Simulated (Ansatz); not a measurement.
Input

```
crystal:
  periodic: [false, false, false]
  atoms:
    - { symbol: Si, position_ang: [0.0, 0.0, 0.0] }
    - { symbol: H, position_ang: [0.0, 0.0, 1.46] }
    - { symbol: F, position_ang: [1.4994, 0.0, -0.5295] }
    - { symbol: C, position_ang: [-0.8808, 1.5259, -0.6227] }
    - { symbol: H, position_ang: [-1.9334, 1.2723, -0.8671] }
    - { symbol: H, position_ang: [-0.8624, 2.3106, 0.1622] }
    - { symbol: H, position_ang: [-0.3704, 1.9025, -1.5336] }
    - { symbol: C, position_ang: [-0.8808, -1.5259, -0.6227] }
    - { symbol: H, position_ang: [-1.3804, -2.0377, 0.2261] }
    - { symbol: H, position_ang: [-1.6409, -1.2332, -1.3768] }
    - { symbol: H, position_ang: [-0.1449, -2.2146, -1.0879] }
basis:
  gaussian: { orbitals: "6-31G" }
hamiltonian:
  xc: b3lyp
relax:
  f_tol: 0.02
  max_steps: 40
output:
  orbitals: {}
```

Launched as:

```sh
ansatz run input.yaml --threads 1 --pin off --max-ram 2048MiB --backend cpu --events-out ev --progress --plain --runs-dir out
```

The fields are those of the run's last geometry, not of the input's.

These are results of Ansatz, RKS B3LYP/6-31G, not measurements.

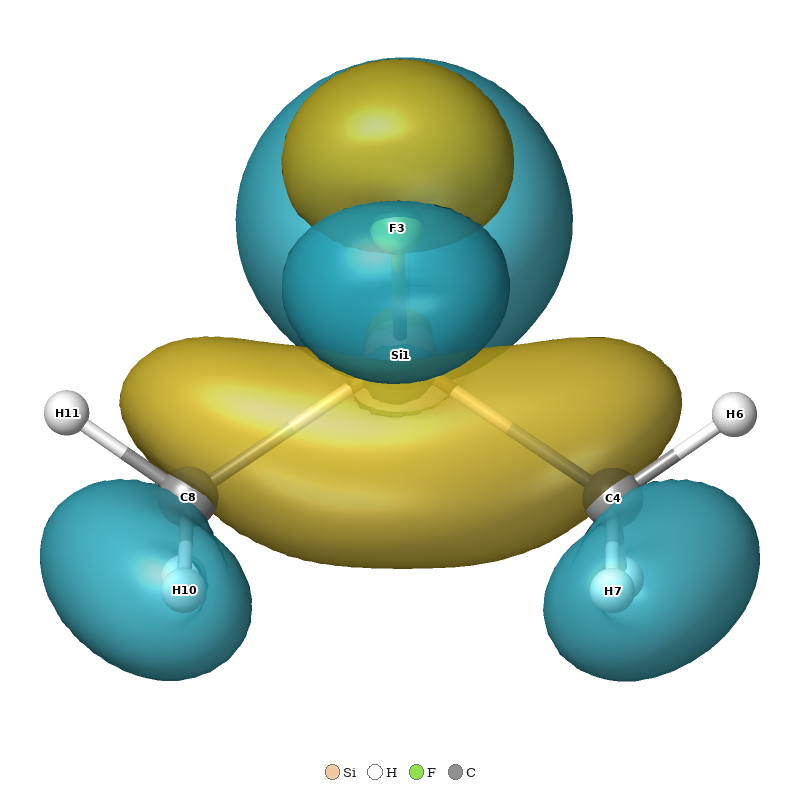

C₂H₇FSi. The HOMO−1 at ±0.08 Å⁻³ᐟ² (yellow and cyan are the two phases), seen across its widest extent.

Where does this orbital lie, and at what energy?

It lies mainly on H2 (about 25 %), F3 (about 25 %), Si1 (about 20 %), C4 (about 10 %) and C8 (about 10 %). Its energy is −8.74 eV.
